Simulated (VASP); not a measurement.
Band structure of Pt$_{3}$Rh (ordered alloy cell). These are PBEsol GGA, VASP's PBE PAW potentials (set 64) (plane waves; VASP 6.6.1) values and carry that method's errors.

Unless said otherwise, spin-orbit coupling is left out, though it shifts the bands of the heavy elements here.

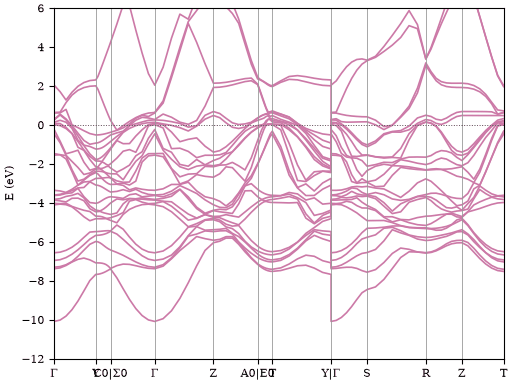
Figure: Bands along high-symmetry lines, zero at the valence-band maximum or, without a gap, the Fermi level

Read the plot: is there a gap, and where are the band edges?

It has no gap at this level: it comes out as a metal or semimetal. (Edges off the drawn lines would not show.)

The structure was generated: Pt3Rh was put into an ordered model structure (Cmmm), which need not be its known phase. It was relaxed first. The electron count is odd and the run is not spin-polarised, which forces a metal.
